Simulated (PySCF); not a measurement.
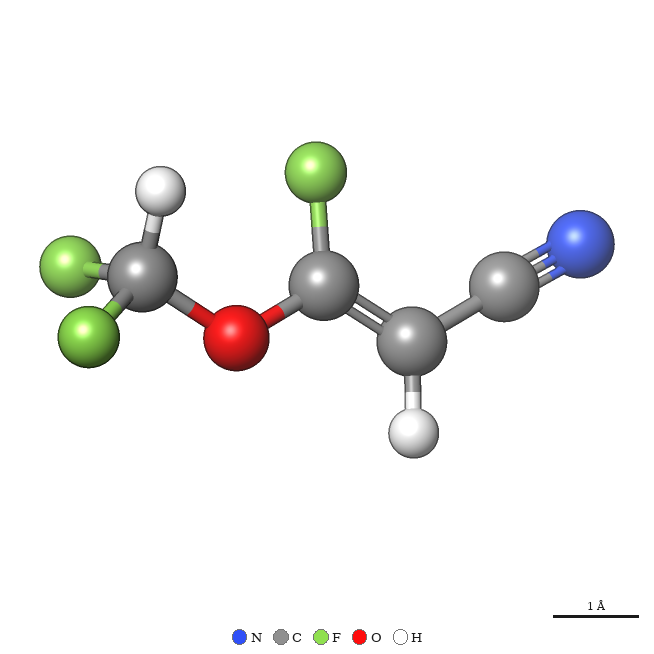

Rendered structure (ball-and-stick style). Multiple sticks mark multiple bonds (one Kekulé form).

The computed structure is the end point of a GFN2-xTB optimisation. No frequency run is at hand to confirm it as a minimum.

What does the picture show?

The molecule is C4H2F3NO. SMILES: `N#C/C=C(\F)OC(F)F`. It has no ring. Among its groups: ether, nitrile, alkene, C–F bond. This geometry has C1 symmetry. Coordination: 1 C linear; 2 C trigonal planar; 1 O bent; 1 C tetrahedral.
